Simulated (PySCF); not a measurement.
**Two runs on C₈H₆F₆Si**

System: C₈H₆F₆Si, SMILES FC(F)(F)c1cc([SiH3])cc(C(F)(F)F)c1.
Method of run 1: GIAO PBE0/6-31G* NMR shielding, non-relativistic, gas phase (PySCF 2.14.0).

The geometry comes from this level: GFN2-xTB. Text and figures count atoms from 1; the logs count them from 0 in places.

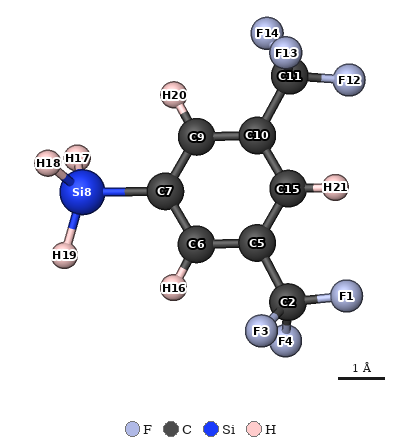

**Figure 1.** The input geometry (ball-and-stick view, seen at a tilt; atoms are numbered from 1 in the order of the input). Bond lengths as drawn: C–C 1.39 to 1.50 Å, C–F 1.34 to 1.35 Å, C–H 1.08 Å, C–Si 1.90 Å and H–Si 1.46 Å.

## Input file, run 1
```
{"job": {"xc": "PBE0", "basis": "6-31G*", "kind": "nmr", "pop": false}, "charge": 0, "multiplicity": 1}
F     -1.927273     3.145793     0.346558
C     -0.627862     2.839574     0.279704
F     -0.057239     3.339235     1.391041
F     -0.118392     3.544011    -0.746690
C     -0.365249     1.365836     0.131603
C      0.952564     0.941639     0.017635
C      1.261110    -0.404896    -0.119248
Si     3.055249    -1.007007    -0.270469
C      0.210347    -1.315733    -0.137497
C     -1.104970    -0.890607    -0.027951
C     -2.220665    -1.900144    -0.021884
F     -3.356579    -1.420357    -0.545364
F     -2.520882    -2.304375     1.227301
F     -1.917751    -3.009564    -0.711171
C     -1.410058     0.456477     0.112484
H      1.742835     1.677561     0.035440
H      3.133219    -1.859262    -1.456035
H      3.368710    -1.765787     0.940001
H      3.911061     0.169838    -0.399004
H      0.417272    -2.370215    -0.244788
H     -2.434368     0.784926     0.197861
```

The first line tells a small driver script what to run in PySCF; the rest is the geometry in Å.

Command:
```bash
OMP_NUM_THREADS=1 python <driver script> task.json out
```

Hardware: 1 CPU thread, shared host.

## Output (run 1)
```
coarse grid: 20552 points
cycle   1  E = -1195.7221491380  dE =  2.739e+00  |g| = 1.263e+00  |ddm| = 4.856e+00
cycle   2  E = -1195.4149587200  dE =  3.072e-01  |g| = 1.890e+00  |ddm| = 2.016e+00
cycle   3  E = -1196.0017234743  dE = -5.868e-01  |g| = 1.118e-01  |ddm| = 1.276e+00
cycle   4  E = -1196.0031368529  dE = -1.413e-03  |g| = 8.638e-02  |ddm| = 2.130e-01
cycle   5  E = -1196.0051742744  dE = -2.037e-03  |g| = 1.635e-02  |ddm| = 9.957e-02
cycle   6  E = -1196.0052434459  dE = -6.917e-05  |g| = 3.563e-03  |ddm| = 2.060e-02
cycle   7  E = -1196.0052464186  dE = -2.973e-06  |g| = 5.964e-04  |ddm| = 4.017e-03
final grid: 203448 points
cycle   8  E = -1195.9573622638  dE = -5.680e-05  |g| = 1.018e-02  |ddm| = 3.895e-02
cycle   9  E = -1195.9573482212  dE =  1.404e-05  |g| = 1.387e-02  |ddm| = 2.077e-02
cycle  10  E = -1195.9573835805  dE = -3.536e-05  |g| = 6.620e-04  |ddm| = 1.134e-02
cycle  11  E = -1195.9573836662  dE = -8.573e-08  |g| = 3.172e-04  |ddm| = 9.397e-04
cycle  12  E = -1195.9573836880  dE = -2.172e-08  |g| = 1.078e-04  |ddm| = 3.973e-04
cycle  13  E = -1195.9573836906  dE = -2.680e-09  |g| = 4.190e-05  |ddm| = 1.495e-04
cycle  14  E = -1195.9573836911  dE = -4.784e-10  |g| = 8.216e-06  |ddm| = 5.275e-05
converged SCF energy = -1195.9573836911

GIAO shielding tensors (ppm)
atom      isotropic    diamagn.    paramagn.     s11        s22        s33       span
  0 F      291.477     472.940    -181.463    219.893    294.420    360.117    140.224
  1 C       70.549     246.895    -176.346     64.929     67.186     79.532     14.603
  2 F      260.609     473.224    -212.616    189.007    250.914    341.905    152.898
  3 F      262.333     473.401    -211.068    192.179    251.495    343.326    151.147
  4 C       68.505     262.002    -193.497    -13.366     50.059    168.823    182.189
  5 C       63.849     263.473    -199.624    -35.106     46.973    179.681    214.787
  6 C       69.033     256.523    -187.489    -13.383     20.616    199.867    213.250
  7 Si     448.496     885.010    -436.513    398.902    458.961    487.627     88.725
  8 C       65.811     263.865    -198.054    -31.670     45.187    183.916    215.586
  9 C       69.213     261.999    -192.785    -12.448     51.079    169.009    181.457
 10 C       70.452     246.748    -176.295     64.442     67.252     79.663     15.222
 11 F      279.503     473.511    -194.008    212.861    271.665    353.984    141.123
 12 F      254.835     471.840    -217.006    176.048    252.126    336.329    160.281
 13 F      281.139     474.307    -193.168    212.711    274.641    356.064    143.353
 14 C       75.905     263.997    -188.092    -12.959     48.921    191.753    204.712
 15 H       24.231      32.981      -8.749     19.237     22.283     31.174     11.936
 16 H       27.515      30.055      -2.540     23.654     26.516     32.374      8.721
 17 H       27.514      30.001      -2.487     24.123     25.955     32.463      8.340
 18 H       27.653      30.058      -2.405     23.454     27.259     32.246      8.791
 19 H       24.270      33.100      -8.830     18.798     22.562     31.449     12.651
 20 H       24.398      32.186      -7.788     18.848     22.501     31.847     12.999
```

Run 2 used a changed input.

## The two runs side by side

| quantity | run 1 | run 2 |
| --- | --- | --- |
| outcome | converged | converged |
| total energy (hartree) | −1195.957384 | −1192.010818 |
| HOMO (eV) | −8.09 | −10.22 |
| LUMO (eV) | −1.23 | 2.31 |
| dipole moment (D) | 2.28 | 2.77 |
| shielding of F1 (ppm) | 291.5 | 324.6 |
| shielding of F3 (ppm) | 260.6 | 298.3 |
| shielding of F4 (ppm) | 262.3 | 299.6 |
| shielding of Si8 (ppm) | 448.5 | 487.7 |
| shielding of F12 (ppm) | 279.5 | 314.2 |
| shielding of F13 (ppm) | 254.8 | 293.6 |
| shielding of F14 (ppm) | 281.1 | 315.4 |
| SCF iterations | 14 | 12 |
| basis functions | 226 | 226 |
| wall time (shared host) | 50 s | 32 s |

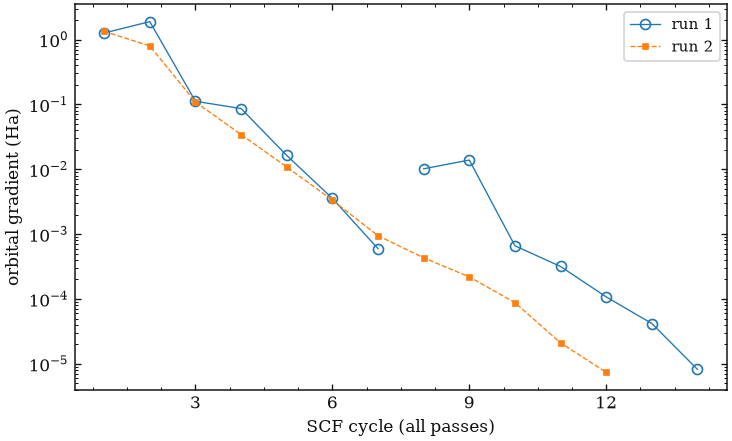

**Figure 2.** Convergence of the two runs: orbital gradient against the SCF cycle. A break in a curve parts two SCF passes (coarse and final grid). Run 1 takes 14 cycles in all, and run 2 takes 12.

What was changed in the input?

The change (lines with − go, lines with + come):
```diff
-"xc": "PBE0"
+"xc": "HF"
```

The total energies belong to different methods, so their difference says nothing on which is more stable or more accurate. The HOMO goes from −8.09 to −10.22 eV. The LUMO goes from −1.23 to 2.31 eV. The dipole moment goes from 2.28 to 2.77 D. Of all shieldings, the largest change is that of Si8, by +39.2 ppm. The method changes from PBE0 to HF. The SCF takes 12 iterations against 14.

## Output (run 2)
```
final grid: 203448 points
cycle   1  E = -1191.6053886310  dE =  3.858e+00  |g| = 1.341e+00  |ddm| = 4.669e+00
cycle   2  E = -1191.8995496467  dE = -2.942e-01  |g| = 7.956e-01  |ddm| = 1.473e+00
cycle   3  E = -1192.0064789090  dE = -1.069e-01  |g| = 1.089e-01  |ddm| = 5.551e-01
cycle   4  E = -1192.0103939905  dE = -3.915e-03  |g| = 3.431e-02  |ddm| = 1.884e-01
cycle   5  E = -1192.0107703841  dE = -3.764e-04  |g| = 1.086e-02  |ddm| = 5.199e-02
cycle   6  E = -1192.0108099265  dE = -3.954e-05  |g| = 3.348e-03  |ddm| = 1.383e-02
cycle   7  E = -1192.0108165424  dE = -6.616e-06  |g| = 9.464e-04  |ddm| = 6.497e-03
cycle   8  E = -1192.0108173352  dE = -7.928e-07  |g| = 4.314e-04  |ddm| = 2.026e-03
cycle   9  E = -1192.0108175689  dE = -2.337e-07  |g| = 2.195e-04  |ddm| = 1.137e-03
cycle  10  E = -1192.0108176324  dE = -6.347e-08  |g| = 8.799e-05  |ddm| = 6.516e-04
cycle  11  E = -1192.0108176436  dE = -1.117e-08  |g| = 2.110e-05  |ddm| = 3.503e-04
cycle  12  E = -1192.0108176439  dE = -3.211e-10  |g| = 7.414e-06  |ddm| = 5.396e-05
converged SCF energy = -1192.0108176439

GIAO shielding tensors (ppm)
atom      isotropic    diamagn.    paramagn.     s11        s22        s33       span
  0 F      324.595     473.322    -148.727    250.190    330.330    393.263    143.073
  1 C       89.659     240.208    -150.549     83.371     91.953     93.654     10.283
  2 F      298.259     473.814    -175.554    224.162    290.114    380.501    156.339
  3 F      299.644     473.924    -174.280    226.769    290.662    381.500    154.731
  4 C       72.919     263.362    -190.443    -19.397     59.749    178.406    197.803
  5 C       62.470     262.475    -200.005    -50.331     47.573    190.167    240.499
  6 C       72.651     258.903    -186.253    -17.613     22.860    212.706    230.319
  7 Si     487.723     880.884    -393.161    451.975    495.089    516.107     64.132
  8 C       64.031     263.031    -199.000    -46.987     45.659    193.420    240.407
  9 C       73.611     263.291    -189.680    -18.442     60.768    178.508    196.950
 10 C       89.566     240.034    -150.468     82.698     92.365     93.635     10.937
 11 F      314.203     473.776    -159.572    244.142    309.421    389.046    144.904
 12 F      293.593     472.831    -179.238    213.198    291.193    376.387    163.189
 13 F      315.430     474.496    -159.066    243.965    311.947    390.379    146.414
 14 C       73.733     263.173    -189.440    -26.816     48.401    199.615    226.431
 15 H       24.310      32.743      -8.433     19.038     22.825     31.066     12.028
 16 H       28.047      30.071      -2.024     24.095     27.013     33.034      8.938
 17 H       28.066      30.004      -1.937     24.578     26.456     33.165      8.587
 18 H       28.124      30.098      -1.974     23.771     27.806     32.795      9.023
 19 H       24.323      32.850      -8.527     18.626     23.020     31.323     12.697
 20 H       24.290      31.369      -7.079     18.273     22.781     31.815     13.541
```
